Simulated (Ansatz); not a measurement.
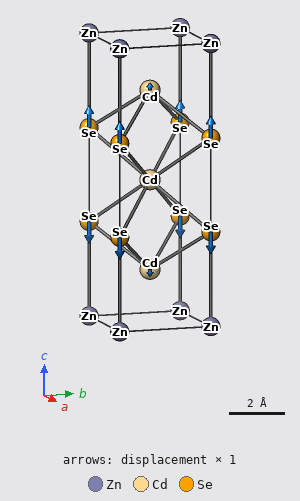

This is a relaxation of a crystal of ZnCd$_{3}$Se$_{2}$ (a generated structure, set up in P4/mmm). The starting structure is drawn; blue arrows show the displacements (the part carried along by the change of the cell is left out), at their true length.

Style: ball-and-stick. Shown: the cell of the calculation, slightly off an axis.

These are results of DFT PBE, scalar-relativistic, plane waves, PAW (Ansatz 0.2.0), not measurements. Settings: plane-wave cutoff 420 eV; k-point mesh 10 × 10 × 4; occupations gaussian; smearing width 0.1 eV; no spin polarisation; cell and atoms relaxed; force threshold 0.01 eV/Å; at most 80 steps.

Question: Which element moves most?

Answer: Selenium: up to 0.86 Å, against 0.31 Å for cadmium.

Question: What did the optimiser do to the structure, and how much energy did it gain?

Answer: The energy falls by 1.000 eV per cell of the calculation in 15 accepted moves (17 points after the start). The largest force component goes from 0.23 to 0.0021 eV/Å. Pressure: 0.25 GPa at the start and 0.01 GPa at the end. The SCF was repeated twice at an unchanged geometry on a basis and grid sized afresh for the cell, which shifted the energy by 13.9 meV per cell of the calculation at most. The largest moves relative to the cell, 0.86 Å, are those of Se atoms. By element the largest moves are Se 0.86 Å, Cd 0.31 Å. Zn stays in place. The drawn cell changes as follows: a = b 3.557 → 3.997 Å (+12.4 %), c 10.633 → 9.645 Å (−9.3 %); the volume changes by +14.6 %. Some distances before and after: Se–Zn 3.554 → 2.367 Å, Cd–Se 3.071 → 3.744 Å, Cd–Se 2.981 → 2.967 Å. Bond angles that change, for instance: Cd–Se–Cd 115.1° → 144.5°, Se–Cd–Se 115.1° → 144.5°, Se–Cd–Se 73.2° → 84.7°. The space group stays P4/mmm (No. 123).
